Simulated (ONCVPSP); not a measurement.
## Pseudopotential generation, with input and output: Pd

System: palladium (Pd, Z = 46), core [Ar] 3d10, reference valence 4s2 4p6 4d8 (an ion of charge +2), valence charge 18.
Method: ONCV potential, PBE, scalar-relativistic, made with ONCVPSP 4.0.1.

## The program's output (extracts)
```
ONCVPSP  (Optimized Norm-Conservinng Vanderbilt PSeudopotential)
scalar-relativistic version 4.0.1

#   n    l    f        energy (Ha)
    1    0    2.00    -8.8903137E+02
    2    0    2.00    -1.3060103E+02
    2    1    6.00    -1.1718480E+02
    3    0    2.00    -2.4312598E+01
    3    1    6.00    -1.9902877E+01
    3    2   10.00    -1.2900429E+01
    4    0    2.00    -4.0601114E+00
    4    1    6.00    -2.7964369E+00
    4    2    8.00    -1.0041990E+00

Reference configufation results
  iterations    23
  all-electron total energy (Ha)   -5.04479134D+03

Begin loop to  construct optimized pseudo wave functions
and semi-local pseudopoentials for all angular momenta

WARNING wellstate: negative energy specified for n= 5 l=  0
WARNING scattering state with energy  0.25000000
WARNING will be used for the first projector

   Wellstate for l =  0  n =  6
     eigenvalue =   0.2500
     asymptotic potential =   0.7500
     half-point radius =  3.5048

Calculating optimized projector #   1

 for l=   0

    Fraction of norm inside rc  0.869686
    Optimizing pswf for qcut=   8.19 a_B^-1,  ecut=  33.55 Ha
    Residual kinetic energy error=  3.83D-05 Ha

    Energy error per electron        Cutoff
         Ha          eV             Ha
         0.01000     0.27211       21.62
         0.00100     0.02721       26.94
         0.00010     0.00272       31.35
         0.00001     0.00027      108.83

Calculating optimized projector #   2

 for l=   0

    Fraction of norm inside rc  0.030060
    Optimizing pswf for qcut=   8.19 a_B^-1,  ecut=  33.55 Ha
    Residual kinetic energy error=  1.98D-05 Ha

    Energy error per electron        Cutoff
         Ha          eV             Ha
         0.01000     0.27211       16.98
         0.00100     0.02721       24.61
         0.00010     0.00272       30.08
         0.00001     0.00027       41.49

WARNING wellstate: negative energy specified for n= 5 l=  1
WARNING scattering state with energy  0.25000000
WARNING will be used for the first projector

   Wellstate for l =  1  n =  6
     eigenvalue =   0.2500
     asymptotic potential =   0.7500
     half-point radius =  4.4700

   Wellstate for l =  1  n =  7
     eigenvalue =   1.9500
     asymptotic potential =   2.4500
     half-point radius =  3.7886

Calculating optimized projector #   1

 for l=   1

    Fraction of norm inside rc  0.956621
    Optimizing pswf for qcut=   6.79 a_B^-1,  ecut=  23.04 Ha
    Residual kinetic energy error=  1.04D-05 Ha

    Energy error per electron        Cutoff
         Ha          eV             Ha
         0.01000     0.27211       13.94
         0.00100     0.02721       17.57
         0.00010     0.00272       20.41
         0.00001     0.00027       23.77

Calculating optimized projector #   2

 for l=   1

    Fraction of norm inside rc  0.066674
    Optimizing pswf for qcut=   6.79 a_B^-1,  ecut=  23.04 Ha
    Residual kinetic energy error=  3.04D-06 Ha

    Energy error per electron        Cutoff
         Ha          eV             Ha
         0.01000     0.27211       10.97
         0.00100     0.02721       15.01
         0.00010     0.00272       18.23
         0.00001     0.00027       20.91

Calculating optimized projector #   3

 for l=   1

    Fraction of norm inside rc  0.078223
    Optimizing pswf for qcut=   6.79 a_B^-1,  ecut=  23.04 Ha
    Residual kinetic energy error=  1.17D-05 Ha

    Energy error per electron        Cutoff
         Ha          eV             Ha
         0.01000     0.27211       12.18
         0.00100     0.02721       15.89
         0.00010     0.00272       18.90
         0.00001     0.00027       25.53

Calculating optimized projector #   1

 for l=   2

    Fraction of norm inside rc  0.817227
    Optimizing pswf for qcut=   7.00 a_B^-1,  ecut=  24.48 Ha
    Residual kinetic energy error=  8.83D-05 Ha

    Energy error per electron        Cutoff
         Ha          eV             Ha
         0.01000     0.27211       17.44
         0.00100     0.02721       21.10
         0.00010     0.00272       24.30
         0.00001     0.00027       81.51

   Wellstate for l =  3  n =  4
     eigenvalue =   0.0500
     asymptotic potential =   0.5500
     half-point radius =  4.9189

   Wellstate for l =  3  n =  5
     eigenvalue =   1.3500
     asymptotic potential =   1.8500
     half-point radius =  3.2359

Calculating optimized projector #   1

 for l=   3

    Fraction of norm inside rc  0.080436
    Optimizing pswf for qcut=   5.30 a_B^-1,  ecut=  14.07 Ha
    Residual kinetic energy error=  1.61D-03 Ha

    Energy error per electron        Cutoff
         Ha          eV             Ha
         0.01000     0.27211        9.77
         0.00100     0.02721       15.66
         0.00010     0.00272       46.18
         0.00001     0.00027       54.23

Calculating optimized projector #   2

 for l=   3

    Fraction of norm inside rc  0.341475
    Optimizing pswf for qcut=   5.30 a_B^-1,  ecut=  14.07 Ha
    Residual kinetic energy error=  7.95D-02 Ha

    Energy error per electron        Cutoff
         Ha          eV             Ha
         0.01000     0.27211       18.93
         0.00100     0.02721       36.04
         0.00010     0.00272       57.64
         0.00001     0.00027       64.47

Construct Vanderbilt / Kleinmman-Bylander projectors

B matrix Hermiticity error, ll=   0
   1   2   -4.9185E-04

  Orthonormal projector coefficients  1.8559E+01  2.6288E+00

B matrix Hermiticity error, ll=   1
   1   2   -2.9697E-04
   1   3    4.5534E-04
   2   3    6.3971E-05

  Orthonormal projector coefficients  1.2496E+01  2.7624E+00  3.5733E-01

B matrix Hermiticity error, ll=   3
   1   2    3.7309E-05

  Orthonormal projector coefficients -7.5330E+00 -5.7709E+00

Pseudoatom total energy -126.183744

Diagnostic tests using Vanderbilt-Kleinman-Bylander pseudopotentials
  1 or more projectors used as specified by nproj input data

   l    rcore       rmatch      e in        delta e   norm test  slope test

   0   1.3039606   1.3435517  -4.0601114   0.0000570   1.0002082   1.0002318
   0   1.3039606   1.3435517   0.2500000   0.0000856   1.0005016   1.0005016

   1   1.7585856   1.8119801  -2.7964369   0.0000022   1.0001821   1.0001793
   1   1.7585856   1.8119801   0.2500000   0.0000290   1.0002241   1.0002241
   1   1.7585856   1.8119801   1.9500000   0.0000539   1.0002724   1.0002724

   2   1.8558606   1.9122085  -1.0041990  -0.0000031   0.9999967   1.0000076

   3   1.9585162   2.0179810   0.0500000   0.0000126   1.0000478   1.0000478
   3   1.9585162   2.0179810   1.3500000   0.0000018   1.0002149   1.0002149

 Testing for bound ghosts
   n   l    E NL Schr. Eq   E Basis Diag.   E Cutoff

   1   0       -4.060054       -4.060113    154.96

   2   1       -2.796435       -2.796434     98.57

   3   2       -1.004202       -1.004062    100.22

   4   3       -0.144587        0.013065     76.41

 Testing for highly-localized positive-energy ghosts
       l    <radius>/rc     E Basis Diag.   E Cutoff

       0        0.436223        6.005527    154.96  WARNING - GHOST(+)

Test configuration 0

   n   l     f        eae           eps        diff
   1   0  2.0000 -889.03136842
   2   0  2.0000 -130.60102612
   2   1  6.0000 -117.18479811
   3   0  2.0000  -24.31259753
   3   1  6.0000  -19.90287743
   3   2 10.0000  -12.90042856
   4   0  2.0000   -4.06011143   -4.06005439    5.70D-05
   4   1  6.0000   -2.79643687   -2.79643462    2.25D-06
   4   2  8.0000   -1.00419901   -1.00420213   -3.11D-06

    Total energies and differences
      AE_ref= -5.04479134D+03  AE_tst= -5.04479134D+03  dif=  0.00D+00
      PS_ref= -1.26183744D+02  PS_tst= -1.26183744D+02  dif= -6.25D-13
      PSP excitation error=  6.25D-13

Test configuration 1

   n   l     f        eae           eps        diff
   1   0  2.0000 -888.09806789
   2   0  2.0000 -129.66141268
   2   1  6.0000 -116.24568379
   3   0  2.0000  -23.37480635
   3   1  6.0000  -18.96507966
   3   2 10.0000  -11.96205705
   4   0  2.0000   -3.13588497   -3.13570705    1.78D-04
   4   1  6.0000   -1.88152800   -1.88087842    6.50D-04
   4   2 10.0000   -0.14875187   -0.14845249    2.99D-04

    Total energies and differences
      AE_ref= -5.04479134D+03  AE_tst= -5.04589139D+03  dif= -1.10D+00
      PS_ref= -1.26183744D+02  PS_tst= -1.27283619D+02  dif= -1.10D+00
      PSP excitation error= -1.72D-04

Test configuration 2

   n   l     f        eae           eps        diff
   1   0  2.0000 -888.51456186
   2   0  2.0000 -130.08003669
   2   1  6.0000 -116.66409995
   3   0  2.0000  -23.79386541
   3   1  6.0000  -19.38414227
   3   2 10.0000  -12.38120523
   4   0  2.0000   -3.55297633   -3.55283586    1.40D-04
   4   1  6.0000   -2.29556440   -2.29509872    4.66D-04
   4   2  9.0000   -0.53705891   -0.53696834    9.06D-05

    Total energies and differences
      AE_ref= -5.04479134D+03  AE_tst= -5.04555641D+03  dif= -7.65D-01
      PS_ref= -1.26183744D+02  PS_tst= -1.26948857D+02  dif= -7.65D-01
      PSP excitation error=  4.81D-05

Test configuration 3

   n   l     f        eae           eps        diff
   1   0  2.0000 -889.62807648
   2   0  2.0000 -131.20372247
   2   1  6.0000 -117.78718183
   3   0  2.0000  -24.90928428
   3   1  6.0000  -20.49956545
   3   2 10.0000  -13.49810210
   4   0  2.0000   -4.63321593   -4.63254913    6.67D-04
   4   1  6.0000   -3.36039945   -3.36045046   -5.10D-05
   4   2  7.0000   -1.53020069   -1.52928935    9.11D-04

    Total energies and differences
      AE_ref= -5.04479134D+03  AE_tst= -5.04352864D+03  dif=  1.26D+00
      PS_ref= -1.26183744D+02  PS_tst= -1.24921255D+02  dif=  1.26D+00
      PSP excitation error=  2.07D-04

Test configuration 4

   n   l     f        eae           eps        diff
   1   0  2.0000 -888.67833304
   2   0  2.0000 -130.25294607
   2   1  6.0000 -116.83643350
   3   0  2.0000  -23.96372336
   3   1  6.0000  -19.55402026
   3   2 10.0000  -12.55189746
   4   0  2.0000   -3.71002347   -3.70900746    1.02D-03
   4   1  6.0000   -2.44614458   -2.44555101    5.94D-04
   4   2  8.0000   -0.66044001   -0.66021772    2.22D-04
   5   0  1.0000   -0.45763772   -0.45764399   -6.27D-06

    Total energies and differences
      AE_ref= -5.04479134D+03  AE_tst= -5.04539012D+03  dif= -5.99D-01
      PS_ref= -1.26183744D+02  PS_tst= -1.26782625D+02  dif= -5.99D-01
      PSP excitation error=  1.03D-04
```

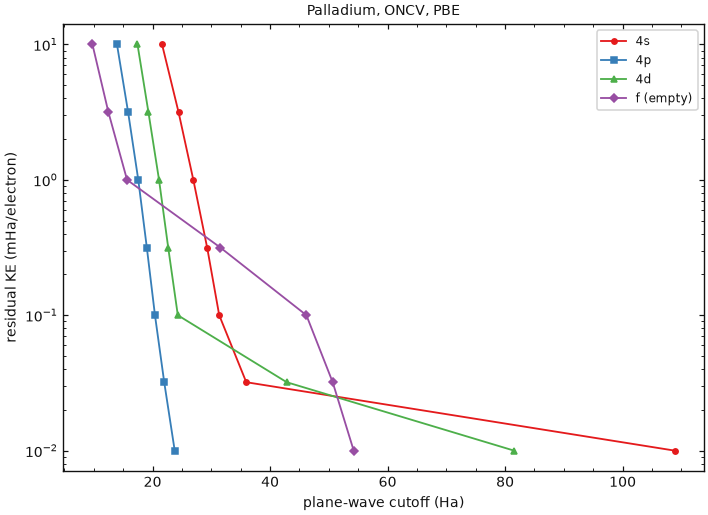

Figure 1. Residual kinetic energy of the pseudo-waves (the first of each channel, and further valence shells) beyond the plane-wave cutoff, as the generator prints it.

- Cutoffs for the occupied states: 27 Ha for 1 mHa and 31 Ha for 0.1 mHa per electron. The first is set by 4s.
- Hardest wave at 1 mHa per electron: 4s, with rc = 1.30 bohr and qcut = 8.2 1/bohr. The optimisation minimises, but can't always remove, the kinetic energy above qcut²/2 = 33.6 Ha, and a larger rc would as a rule soften the wave at some cost in transferability.
- Cutoffs for 1 mHa per electron: 4s: 27 Ha; 4d: 21 Ha; 4p: 18 Ha; f (empty): 16 Ha.

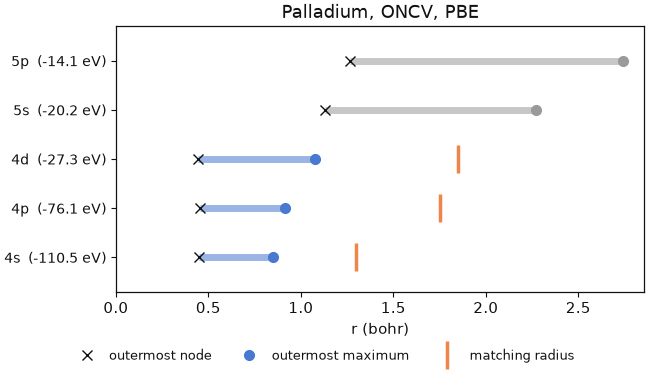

Figure 2. Outer shells of the all-electron reference atom: each bar runs from the outermost node (or the nucleus) to the outermost maximum of u(r); the tick is the radius chosen for the pseudo-wave. Shells without a tick have no pseudo-wave of their own. Levels, nodes and maxima are from ld1.x, scalar-relativistic.

- Radii against the shells: 4s: 1.30 bohr, outside the maximum; 4p: 1.75 bohr, outside the maximum; 4d: 1.85 bohr, outside the maximum.

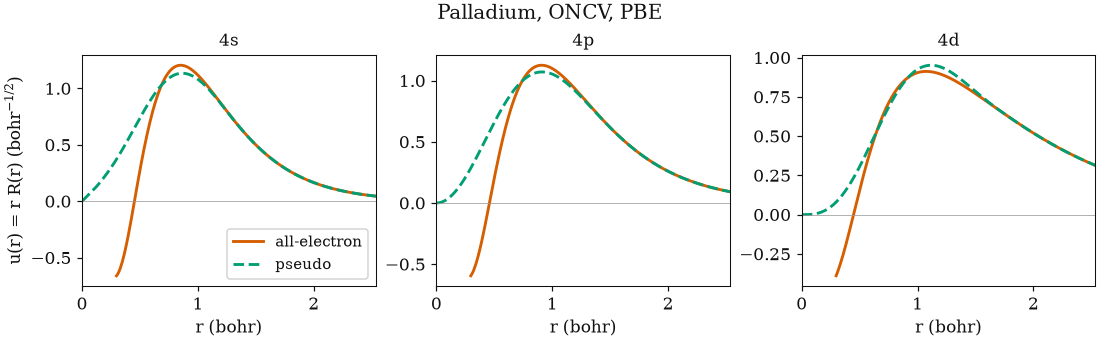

Figure 3. Pseudo-waves (dashed) against the all-electron radial functions (solid). The innermost oscillations of some all-electron curves aren't drawn. Reference configuration 4s2 4p6 4d8.

- Matching radii: 4s at 1.30 bohr; 4p at 1.75 bohr; 4d at 1.85 bohr. The curves merge smoothly, so the plot gives these only roughly.
- Nodes of the pseudo-waves: 4s has no node; 4p has no node; 4d has no node.

## Input file
```
# ATOM AND REFERENCE CONFIGURATION
# atsym  z   nc   nv     iexc    psfile
  Pd 46.00    6    3        4      upf
#
#   n    l    f
    1    0    2.00
    2    0    2.00
    2    1    6.00
    3    0    2.00
    3    1    6.00
    3    2   10.00
    4    0    2.00
    4    1    6.00
    4    2    8.00
#
# PSEUDOPOTENTIAL AND OPTIMIZATION
# lmax
    3
#
#   l,   rc,      ep,       ncon, nbas, qcut
    0    1.30    0.00    3    8    8.20
    1    1.75    0.00    4    7    6.80
    2    1.85    0.00    4    9    7.00
    3    1.95    0.05    4    7    5.30
#
# LOCAL POTENTIAL
# lloc, lpopt,  rc(5),   dvloc0
    4    5    0.95    0.00
#
# VANDERBILT-KLEINMAN-BYLANDER PROJECTORs
# l, nproj, debl
    0    2    0.30
    1    3    1.70
    2    1    1.30
    3    2    1.30
#
# MODEL CORE CHARGE
# icmod, fcfact, rcfact
    0    0.00    0.00
#
# LOG DERIVATIVE ANALYSIS
# epsh1, epsh2, depsh
   -6.00    5.00    0.04
#
# OUTPUT GRID
# rlmax, drl
    6.00    0.01
#
# TEST CONFIGURATIONS
# ncnf
    4
# nvcnf
#   n    l    f
    3
    4    0    2.00
    4    1    6.00
    4    2   10.00
#
    3
    4    0    2.00
    4    1    6.00
    4    2    9.00
#
    3
    4    0    2.00
    4    1    6.00
    4    2    7.00
#
    4
    4    0    2.00
    4    1    6.00
    4    2    8.00
    5    0    1.00
#
```

Run as:
```bash
oncvpsp.x < Pd.dat > Pd.out
```

## Key numbers

- outcome: generated
- cutoffs needed: 27 Ha and 31 Ha (the cutoffs at which the residual kinetic energy of the hardest occupied pseudo-wave falls to 1 and 0.1 mHa per electron)
- ghost test: no bound ghost flagged; GHOST(+) flagged for s at 163.4 eV
- largest excitation error: +5.6 meV (all-electron minus pseudo) for 4s2 4p6 4d7, out of 4 test configurations
- range over which the phases arctan(r R′/R) at the test radius agree within 0.05 rad (a looser test near the poles than one of phase shifts): s: up to about 3.5 Ha; p: over the whole range computed; d: up to about 1.0 Ha; f: up to about 2.5 Ha
- hardware: 1 CPU thread, shared host
- wall time: 3.5 s

## Notes

Warnings of the program, in the generation or the tests: wellstate: negative energy specified for n= 5 l= 0; wellstate: negative energy specified for n= 5 l= 1.
